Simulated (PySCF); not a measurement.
# Tl(OH): other functionals and bases at one geometry

How far do other levels of theory move the description of Tl(OH), and what does each cost? The structure is generated, not taken from experiment.

The runs use PySCF 2.14.0; several levels, as the steps say, no spin–orbit coupling.

1 further run of the same task is left out (for a known fault of the program). Runs told in other sessions of the task aren't counted.

### Step 1. The system as given

3 atoms, charge 0, spin multiplicity 1.

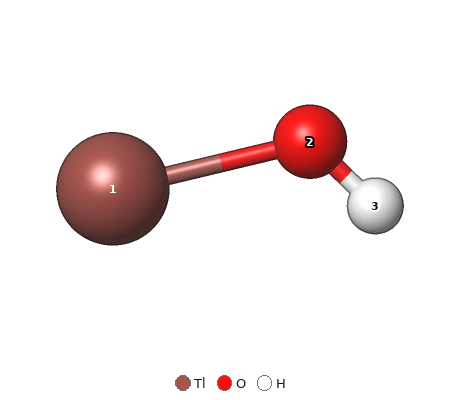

The geometry (thallium brown, oxygen red, hydrogen white); atoms are numbered from 1 in the order of the file.

As a file:

```xyz
3

Tl    0.0976    0.0000    0.0191
O    -0.2393    0.0000    2.1269
H     0.4869    0.0000    2.7609
```

Formal oxidation states: Tl +1. An earlier session relaxed this geometry at PBE0, Tl def2-SVP with ECP60, O def2-SVP, H def2-SVP (singlet, point group Cs).

At PBE0 on the finer grid: E = -248.214654 Eh, HOMO -6.53 eV, LUMO -1.25 eV, Mulliken charge on Tl1 +0.40 e, largest force component 0.009 eV/Å. 

Levels to run: PBE; TPSS; CAM-B3LYP; BP86; PBE0, TZVP; PBE0, x2c-SVP. Hardware: 2 threads of Arm Neoverse V1, shared host.

### Step 2. PBE

Input file run.py (the lines that set the calculation):

```python
mol = gto.M(atom='''
Tl     0.09762     0.00000     0.01905
O     -0.23929     0.00000     2.12686
H      0.48690     0.00000     2.76092''',
    basis={'Tl': 'def2-SVP', 'O': 'def2-SVP', 'H': 'def2-SVP'},
    ecp={'Tl': 'def2-SVP'},
    charge=0, spin=0)
mf = dft.RKS(mol, xc='PBE')
mf.grids.atom_grid = (75, 302)
mf = mf.density_fit()  # fitting sets: Tl def2-universal-JKFIT, O def2-universal-JKFIT, H def2-universal-JKFIT
mf.conv_tol = 1e-08; mf.max_cycle = 55
mf.kernel(dm0)  # dm0: the density of the relaxed state
```

Launch:

```bash
$ OMP_NUM_THREADS=2 python run.py
```

The log of the run:

```text
init E= -248.25460776727
  HOMO = -0.183157251838786  LUMO = -0.06972504079608  gap/eV = 3.08665
cycle= 1 E= -248.252999032966  delta_E= 0.00161  |g|= 0.12  |ddm|= 0.24
  HOMO = -0.229311047466535  LUMO = -0.0693135510676751  gap/eV = 4.35375
cycle= 2 E= -248.220342222543  delta_E= 0.0327  |g|= 0.396  |ddm|= 0.423
  HOMO = -0.198167738994818  LUMO = -0.0695039803588432  gap/eV = 3.50112
cycle= 3 E= -248.256701197325  delta_E= -0.0364  |g|= 0.0325  |ddm|= 0.283
  HOMO = -0.19430423029118  LUMO = -0.0698188084441801  gap/eV = 3.38742
cycle= 4 E= -248.257043374099  delta_E= -0.000342  |g|= 0.00303  |ddm|= 0.0405
  HOMO = -0.194413246338657  LUMO = -0.0696977007937515  gap/eV = 3.39368
cycle= 5 E= -248.25704650815  delta_E= -3.13e-06  |g|= 0.000679  |ddm|= 0.00433
  HOMO = -0.194455818985893  LUMO = -0.0697176842643235  gap/eV = 3.39430
cycle= 6 E= -248.257046603614  delta_E= -9.55e-08  |g|= 0.000292  |ddm|= 0.000957
  HOMO = -0.194471933058263  LUMO = -0.069714936205809  gap/eV = 3.39481
cycle= 7 E= -248.257046627644  delta_E= -2.4e-08  |g|= 6.44e-05  |ddm|= 0.000316
  HOMO = -0.19447767709598  LUMO = -0.0697147576946738  gap/eV = 3.39497
cycle= 8 E= -248.257046628842  delta_E= -1.2e-09  |g|= 2.64e-06  |ddm|= 6.87e-05
  HOMO = -0.194478341051318  LUMO = -0.0697151697669662  gap/eV = 3.39498
Extra cycle  E= -248.257046628842  delta_E= 6.25e-13  |g|= 3.46e-06  |ddm|= 8.18e-06
converged SCF energy = -248.257046628842
```

It took 0.9 s on 2 threads of Arm Neoverse V1, shared host.

It gives: E = -248.257047 Eh, HOMO -5.29 eV, LUMO -1.90 eV, Mulliken charge on Tl1 +0.32 e, largest force component 0.508 eV/Å. 

### Step 3. TPSS

Edit run.py (the lines that set the calculation) of step 2 so:

```diff
@@ -7,3 +7,3 @@
     charge=0, spin=0)
-mf = dft.RKS(mol, xc='PBE')
+mf = dft.RKS(mol, xc='TPSS')
 mf.grids.atom_grid = (75, 302)
```

Launch:

```bash
$ OMP_NUM_THREADS=2 python run.py
```

The log of the run:

```text
init E= -248.257903022613
  HOMO = -0.188100978046928  LUMO = -0.0646727275058921  gap/eV = 3.35865
cycle= 1 E= -248.258272414384  delta_E= -0.000369  |g|= 0.0669  |ddm|= 0.179
  HOMO = -0.215552233484901  LUMO = -0.0650541418379952  gap/eV = 4.09526
cycle= 2 E= -248.24826412541  delta_E= 0.01  |g|= 0.218  |ddm|= 0.245
  HOMO = -0.197359985882605  LUMO = -0.0648815728706838  gap/eV = 3.60492
cycle= 3 E= -248.259502022362  delta_E= -0.0112  |g|= 0.0153  |ddm|= 0.162
  HOMO = -0.195315839942652  LUMO = -0.0645254265798338  gap/eV = 3.55899
cycle= 4 E= -248.259577691254  delta_E= -7.57e-05  |g|= 0.00175  |ddm|= 0.0219
  HOMO = -0.195235814358474  LUMO = -0.0646165970064838  gap/eV = 3.55433
cycle= 5 E= -248.259578493988  delta_E= -8.03e-07  |g|= 0.000345  |ddm|= 0.00276
  HOMO = -0.19524451796511  LUMO = -0.0645972651277262  gap/eV = 3.55509
cycle= 6 E= -248.259578527681  delta_E= -3.37e-08  |g|= 5.52e-05  |ddm|= 0.000421
  HOMO = -0.195247974520443  LUMO = -0.0645988672918861  gap/eV = 3.55514
cycle= 7 E= -248.25957852819  delta_E= -5.09e-10  |g|= 2.16e-05  |ddm|= 4.45e-05
  HOMO = -0.195256047111041  LUMO = -0.0645982977779244  gap/eV = 3.55538
Extra cycle  E= -248.25957852686  delta_E= 1.33e-09  |g|= 7.75e-05  |ddm|= 8.58e-05
converged SCF energy = -248.25957852686
```

Run time: 1.1 s. Hardware: 2 threads of Arm Neoverse V1, shared host.

Read off: E = -248.259579 Eh, HOMO -5.31 eV, LUMO -1.76 eV, Mulliken charge on Tl1 +0.35 e, largest force component 0.477 eV/Å. 

### Step 4. CAM-B3LYP

Edit run.py (the lines that set the calculation) of step 3 so:

```diff
@@ -7,3 +7,3 @@
     charge=0, spin=0)
-mf = dft.RKS(mol, xc='TPSS')
+mf = dft.RKS(mol, xc='CAMB3LYP')
 mf.grids.atom_grid = (75, 302)
```

Launch:

```bash
$ OMP_NUM_THREADS=2 python run.py
```

The log of the run:

```text
init E= -248.234909707716
  HOMO = -0.288604591822814  LUMO = -0.0168067434425819  gap/eV = 7.39600
cycle= 1 E= -248.235244652569  delta_E= -0.000335  |g|= 0.0275  |ddm|= 0.082
  HOMO = -0.282920847574993  LUMO = -0.018062886807388  gap/eV = 7.20715
cycle= 2 E= -248.235000340407  delta_E= 0.000244  |g|= 0.0448  |ddm|= 0.0471
  HOMO = -0.288346375154083  LUMO = -0.0179993369260776  gap/eV = 7.35652
cycle= 3 E= -248.235394784306  delta_E= -0.000394  |g|= 0.00211  |ddm|= 0.0297
  HOMO = -0.288049611329529  LUMO = -0.017925661610957  gap/eV = 7.35045
cycle= 4 E= -248.235395816012  delta_E= -1.03e-06  |g|= 0.000411  |ddm|= 0.00304
  HOMO = -0.288097087873932  LUMO = -0.0179856316772909  gap/eV = 7.35011
cycle= 5 E= -248.235395893523  delta_E= -7.75e-08  |g|= 5.07e-05  |ddm|= 0.000834
  HOMO = -0.288099132301945  LUMO = -0.0179799572724653  gap/eV = 7.35032
cycle= 6 E= -248.235395895349  delta_E= -1.83e-09  |g|= 2.15e-05  |ddm|= 0.000118
  HOMO = -0.288093320312558  LUMO = -0.0179803281656718  gap/eV = 7.35015
Extra cycle  E= -248.235395895437  delta_E= -8.86e-11  |g|= 2.46e-05  |ddm|= 4.73e-05
converged SCF energy = -248.235395895437
```

Wall time 0.9 s (2 threads of Arm Neoverse V1, shared host).

Result: E = -248.235396 Eh, HOMO -7.84 eV, LUMO -0.49 eV, Mulliken charge on Tl1 +0.39 e, largest force component 0.218 eV/Å. 

### Step 5. BP86

Edit run.py (the lines that set the calculation) of step 4 so:

```diff
@@ -7,3 +7,3 @@
     charge=0, spin=0)
-mf = dft.RKS(mol, xc='CAMB3LYP')
+mf = dft.RKS(mol, xc='B88,P86')
 mf.grids.atom_grid = (75, 302)
```

Launch:

```bash
$ OMP_NUM_THREADS=2 python run.py
```

The log of the run:

```text
init E= -248.449463711692
  HOMO = -0.188385363048271  LUMO = -0.0735678709061569  gap/eV = 3.12434
cycle= 1 E= -248.448147712241  delta_E= 0.00132  |g|= 0.119  |ddm|= 0.252
  HOMO = -0.233701653756814  LUMO = -0.0725194151553233  gap/eV = 4.38599
cycle= 2 E= -248.416433281097  delta_E= 0.0317  |g|= 0.39  |ddm|= 0.419
  HOMO = -0.202898325398278  LUMO = -0.0728002529548909  gap/eV = 3.54015
cycle= 3 E= -248.451774324809  delta_E= -0.0353  |g|= 0.0323  |ddm|= 0.279
  HOMO = -0.199070964875384  LUMO = -0.0731045896286508  gap/eV = 3.42772
cycle= 4 E= -248.452114489122  delta_E= -0.00034  |g|= 0.00283  |ddm|= 0.0406
  HOMO = -0.199162772970972  LUMO = -0.0729758620284818  gap/eV = 3.43372
cycle= 5 E= -248.452117275382  delta_E= -2.79e-06  |g|= 0.000623  |ddm|= 0.00429
  HOMO = -0.199197934243232  LUMO = -0.0729967805911811  gap/eV = 3.43411
cycle= 6 E= -248.45211735377  delta_E= -7.84e-08  |g|= 0.000289  |ddm|= 0.000952
  HOMO = -0.199213906363562  LUMO = -0.0729942805455363  gap/eV = 3.43461
cycle= 7 E= -248.452117377362  delta_E= -2.36e-08  |g|= 6.86e-05  |ddm|= 0.000323
  HOMO = -0.199220056618513  LUMO = -0.0729940901488167  gap/eV = 3.43478
cycle= 8 E= -248.452117378718  delta_E= -1.36e-09  |g|= 3.16e-06  |ddm|= 7.31e-05
  HOMO = -0.19922113191225  LUMO = -0.0729945974807393  gap/eV = 3.43480
Extra cycle  E= -248.452117378712  delta_E= 6.42e-12  |g|= 6.36e-06  |ddm|= 9.12e-06
converged SCF energy = -248.452117378712
```

It took 0.9 s on 2 threads of Arm Neoverse V1, shared host.

It gives: E = -248.452117 Eh, HOMO -5.42 eV, LUMO -1.99 eV, Mulliken charge on Tl1 +0.32 e, largest force component 0.552 eV/Å. 

### Step 6. PBE0, TZVP

Basis: Tl def2-TZVP with ECP60, O def2-TZVP, H def2-TZVP. 

Input file run.py (the lines that set the calculation):

```python
mol = gto.M(atom='''
Tl     0.09762     0.00000     0.01905
O     -0.23929     0.00000     2.12686
H      0.48690     0.00000     2.76092''',
    basis={'Tl': 'def2-TZVP', 'O': 'def2-TZVP', 'H': 'def2-TZVP'},
    ecp={'Tl': 'def2-TZVP'},
    charge=0, spin=0)
mf = dft.RKS(mol, xc='PBE0')
mf.grids.atom_grid = (75, 302)
mf = mf.density_fit()  # fitting sets: Tl def2-universal-JKFIT, O def2-universal-JKFIT, H def2-universal-JKFIT
mf.conv_tol = 1e-08; mf.max_cycle = 55
mf.kernel(dm0)  # dm0: free metal ions and neutral atoms
```

Launch:

```bash
$ OMP_NUM_THREADS=2 python run.py
```

The log of the run:

```text
init E= -252.558124407119
  HOMO = -0.0865309749371358  LUMO = -0.0189795059654934  gap/eV = 1.83817
cycle= 1 E= -243.200984322932  delta_E= 9.36  |g|= 3.64  |ddm|= 2.57
  HOMO = -0.443570833606155  LUMO = -0.433853292077008  gap/eV = 0.26443
cycle= 2 E= -212.060926219937  delta_E= 31.1  |g|= 12.4  |ddm|= 8.94
  HOMO = -0.569859641445834  LUMO = -0.484309801185592  gap/eV = 2.32793
cycle= 3 E= -242.402196403549  delta_E= -30.3  |g|= 5.03  |ddm|= 7.39
  HOMO = -0.302002969738314  LUMO = -0.164943507313481  gap/eV = 3.72958
cycle= 4 E= -247.215219831443  delta_E= -4.81  |g|= 2.29  |ddm|= 3.49
  HOMO = -0.28160154511243  LUMO = -0.0878077688111887  gap/eV = 5.27340
cycle= 5 E= -248.079063505907  delta_E= -0.864  |g|= 0.954  |ddm|= 1.18
  HOMO = -0.26395725910362  LUMO = -0.0575705706795435  gap/eV = 5.61607
cycle= 6 E= -248.293453310905  delta_E= -0.214  |g|= 0.372  |ddm|= 0.902
  HOMO = -0.248769031949141  LUMO = -0.0543294511834152  gap/eV = 5.29097
cycle= 7 E= -248.317499501496  delta_E= -0.024  |g|= 0.133  |ddm|= 0.418
  HOMO = -0.245816836992563  LUMO = -0.0506555830108485  gap/eV = 5.31061
cycle= 8 E= -248.320097164696  delta_E= -0.0026  |g|= 0.0336  |ddm|= 0.119
  HOMO = -0.246691832373421  LUMO = -0.0500235569167585  gap/eV = 5.35162
cycle= 9 E= -248.320239023985  delta_E= -0.000142  |g|= 0.0145  |ddm|= 0.0277
  HOMO = -0.247587552638484  LUMO = -0.0500166315102519  gap/eV = 5.37618
cycle= 10 E= -248.320274741803  delta_E= -3.57e-05  |g|= 0.00366  |ddm|= 0.00897
  HOMO = -0.247940961154393  LUMO = -0.050043214134054  gap/eV = 5.38507
cycle= 11 E= -248.320277370289  delta_E= -2.63e-06  |g|= 0.00082  |ddm|= 0.00225
  HOMO = -0.248013534540079  LUMO = -0.0500084187247136  gap/eV = 5.38799
cycle= 12 E= -248.32027753466  delta_E= -1.64e-07  |g|= 9.54e-05  |ddm|= 0.000736
  HOMO = -0.248016432162004  LUMO = -0.050014440796057  gap/eV = 5.38791
cycle= 13 E= -248.320277536457  delta_E= -1.8e-09  |g|= 2.26e-05  |ddm|= 0.00016
  HOMO = -0.248007991004443  LUMO = -0.0500138866289127  gap/eV = 5.38769
Extra cycle  E= -248.32027753619  delta_E= 2.67e-10  |g|= 4.47e-05  |ddm|= 4.59e-05
converged SCF energy = -248.32027753619
```

Run time: 2.9 s. Hardware: 2 threads of Arm Neoverse V1, shared host.

Read off: E = -248.320278 Eh, HOMO -6.75 eV, LUMO -1.36 eV, Mulliken charge on Tl1 +0.48 e, largest force component 0.173 eV/Å. 

### Step 7. PBE0, x2c-SVP

Basis: Tl x2c-SVPall, O x2c-SVPall, H x2c-SVPall. All electrons are treated, with the spin-free X2C Hamiltonian.

Input file run.py (the lines that set the calculation):

```python
mol = gto.M(atom='''
Tl     0.09762     0.00000     0.01905
O     -0.23929     0.00000     2.12686
H      0.48690     0.00000     2.76092''',
    basis={'Tl': 'x2c-SVPall', 'O': 'x2c-SVPall', 'H': 'x2c-SVPall'},
    nucmod='G',
    charge=0, spin=0)
mf = dft.RKS(mol, xc='PBE0')
mf.grids.atom_grid = (99, 590)
mf = mf.density_fit()  # fitting sets: Tl AutoAux, O AutoAux, H AutoAux
mf = mf.sfx2c1e()
mf.conv_tol = 1e-08; mf.max_cycle = 55
mf.kernel(dm0)  # dm0: free metal ions and neutral atoms
```

Launch:

```bash
$ OMP_NUM_THREADS=2 python run.py
```

The log of the run:

```text
init E= -20328.1488888593
  HOMO = -0.0828935215578497  LUMO = 0.00144478769815581  gap/eV = 2.29496
cycle= 1 E= -20318.626330174  delta_E= 9.52  |g|= 3.54  |ddm|= 3.35
  HOMO = -0.341481547974212  LUMO = -0.334966834596212  gap/eV = 0.17727
cycle= 2 E= -20290.1133290636  delta_E= 28.5  |g|= 9.97  |ddm|= 11.4
  HOMO = -0.495997830040834  LUMO = -0.450423445146886  gap/eV = 1.24014
cycle= 3 E= -20320.4832846437  delta_E= -30.4  |g|= 3.72  |ddm|= 9.94
  HOMO = -0.276538297922011  LUMO = -0.11596834630489  gap/eV = 4.36933
cycle= 4 E= -20323.4289069541  delta_E= -2.95  |g|= 1.23  |ddm|= 2.92
  HOMO = -0.29135388999365  LUMO = -0.0549819079569667  gap/eV = 6.43201
cycle= 5 E= -20323.766575688  delta_E= -0.338  |g|= 0.511  |ddm|= 1.19
  HOMO = -0.253515917050158  LUMO = -0.046832654262758  gap/eV = 5.62414
cycle= 6 E= -20323.8200487597  delta_E= -0.0535  |g|= 0.174  |ddm|= 0.505
  HOMO = -0.233822090795684  LUMO = -0.044276288482338  gap/eV = 5.15780
cycle= 7 E= -20323.8261692222  delta_E= -0.00612  |g|= 0.0695  |ddm|= 0.192
  HOMO = -0.239380233742858  LUMO = -0.0447446051997211  gap/eV = 5.29631
cycle= 8 E= -20323.8270006637  delta_E= -0.000831  |g|= 0.00349  |ddm|= 0.0504
  HOMO = -0.239581255673071  LUMO = -0.045054801212876  gap/eV = 5.29333
cycle= 9 E= -20323.8270018993  delta_E= -1.24e-06  |g|= 0.00263  |ddm|= 0.00603
  HOMO = -0.239645405927901  LUMO = -0.0450194480624018  gap/eV = 5.29604
cycle= 10 E= -20323.827002829  delta_E= -9.3e-07  |g|= 0.00145  |ddm|= 0.00201
  HOMO = -0.239764832686422  LUMO = -0.0449909998177898  gap/eV = 5.30007
cycle= 11 E= -20323.8270032838  delta_E= -4.55e-07  |g|= 0.000387  |ddm|= 0.00111
  HOMO = -0.239821687195556  LUMO = -0.044997689447122  gap/eV = 5.30143
cycle= 12 E= -20323.8270033176  delta_E= -3.37e-08  |g|= 2.02e-05  |ddm|= 0.000365
  HOMO = -0.23981813195097  LUMO = -0.0449963547267593  gap/eV = 5.30137
cycle= 13 E= -20323.8270033177  delta_E= -9.46e-11  |g|= 2.73e-06  |ddm|= 3.67e-05
  HOMO = -0.239817528859605  LUMO = -0.0449964994832355  gap/eV = 5.30135
Extra cycle  E= -20323.8270033176  delta_E= 7.28e-12  |g|= 3.9e-06  |ddm|= 7.39e-06
converged SCF energy = -20323.8270033176
```

Wall time 8 s (2 threads of Arm Neoverse V1, shared host).

Result: E = -20323.827003 Eh, HOMO -6.53 eV, LUMO -1.22 eV, Mulliken charge on Tl1 +0.42 e, largest force component 0.225 eV/Å. 

### Step 8. Results

| level | state | HOMO (eV) | gap (eV) | charge on Tl1 (e) | dipole (D) | largest force component (eV/Å) | basis functions | time |
| --- | --- | --- | --- | --- | --- | --- | --- | --- |
| PBE0 (relaxed here) | singlet | -6.53 | 5.28 | 0.40 | 2.36 | 0.01 | 45 | 1.3 s |
| PBE | singlet | -5.29 | 3.39 | 0.32 | 2.03 | 0.51 | 45 | 0.9 s |
| TPSS | singlet | -5.31 | 3.56 | 0.35 | 2.10 | 0.48 | 45 | 1.1 s |
| CAM-B3LYP | singlet | -7.84 | 7.35 | 0.39 | 2.36 | 0.22 | 45 | 0.9 s |
| BP86 | singlet | -5.42 | 3.43 | 0.32 | 2.03 | 0.55 | 45 | 0.9 s |
| PBE0, TZVP | singlet | -6.75 | 5.39 | 0.48 | 2.76 | 0.17 | 87 | 2.9 s |
| PBE0, x2c-SVP | singlet | -6.53 | 5.30 | 0.42 | 2.37 | 0.23 | 81 | 8 s |

Times are on 2 threads of Arm Neoverse V1, shared host; the first row also made further properties.

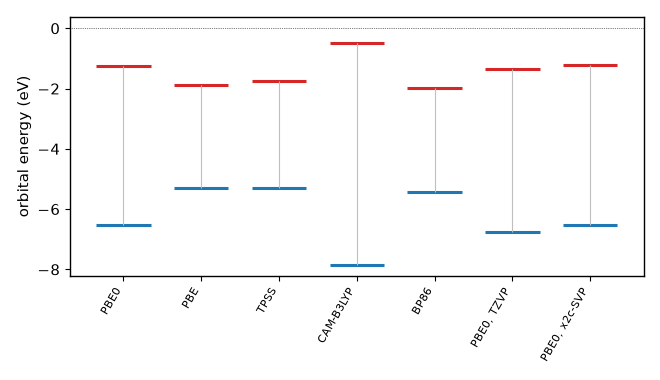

Highest filled and lowest empty level, method by method.

In one basis the HOMO–LUMO gap runs from 3.39 eV (PBE) to 7.35 eV (CAM-B3LYP). The largest leftover force, 0.55 eV/Å with BP86, stands at a geometry relaxed at another level. The Mulliken charge on Tl spans +0.32 to +0.48 e over the levels. Total energies of different levels can't be compared. Spin–orbit coupling is left out throughout.
